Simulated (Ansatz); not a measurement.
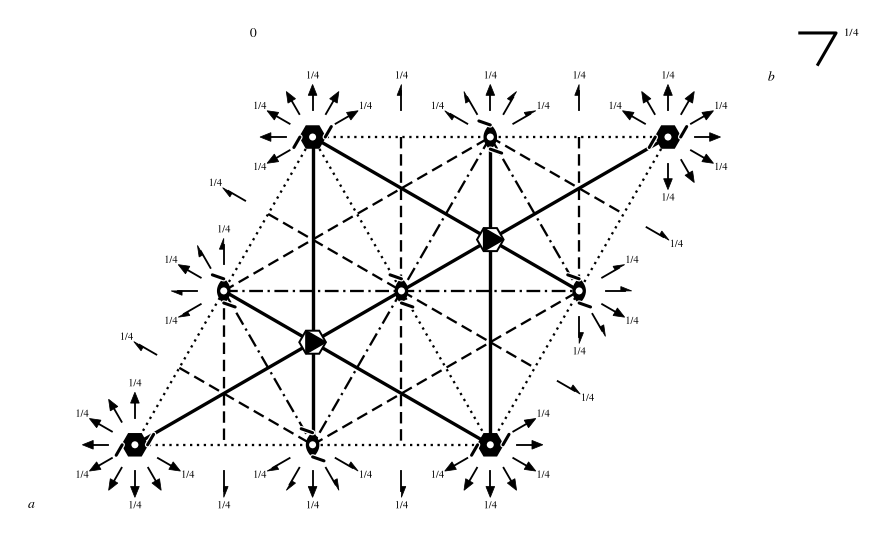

Symmetry elements of a space group, projected down c, computed from the operations of a computed or model structure of composition MoS2.

Graphical symbols as in the International Tables (origin upper left, heights as fractions; handed screw axes are marked by their printed symbols).

### Which space group is it?

P6₃/mmc (No. 194); primitive hexagonal, point group 6/mmm, 24 general positions a cell.

### List the elements shown.

−6 axes along c at (1/3, 2/3), (2/3, 1/3); 6₃ axes along c at (0, 0); 2₁ axes along c at (0, 1/2), (1/2, 0), (1/2, 1/2); inversion centres at (0, 0), (0, 1/2), (1/2, 0), (1/2, 1/2); mirror planes holding c and [1 2 0] or [2 1 0] or [−1 1 0]; in-plane glide planes holding c and [1 2 0] or [2 1 0] or [−1 1 0]; c glide planes normal to a*, at x = 0; n glide planes normal to a*, at x = 1/2; c glide planes normal to b*, at y = 0; n glide planes normal to b*, at y = 1/2; c glide planes holding c and [1 1 0]; diagonal glide planes holding c and [1 1 0]; a mirror plane normal to c at height 1/4; 2 axes along [1 1 0] at height 0; 2 axes along [1 2 0] at height 1/4; 2 axes along [2 1 0] at height 1/4; 2 axes along [−1 1 0] at height 1/4; 2 axes along a at height 0; 2 axes along b at height 0; 2₁ axes along [1 1 0] at height 0; 2₁ axes along [1 2 0] at height 1/4; 2₁ axes along [2 1 0] at height 1/4; 2₁ axes along [−1 1 0] at height 1/4; 2₁ axes along a at height 0; 2₁ axes along b at height 0. Heights repeat every half period; positions are (a, b) fractions, modulo 1.

### Write the general positions (in any order).

x, y, z; −x, −y, −z; x−y, x, z+1/2; −x+y, −x, −z+1/2; −y, x−y, z; y, −x+y, −z; −x, −y, z+1/2; x, y, −z+1/2; −x+y, −x, z; x−y, x, −z; y, −x+y, z+1/2; −y, x−y, −z+1/2; −y, −x, −z+1/2; y, x, z+1/2; −x, −x+y, −z; x, x−y, z; −x+y, y, −z+1/2; x−y, −y, z+1/2; y, x, −z; −y, −x, z; x, x−y, −z+1/2; −x, −x+y, z+1/2; x−y, −y, −z; −x+y, y, z
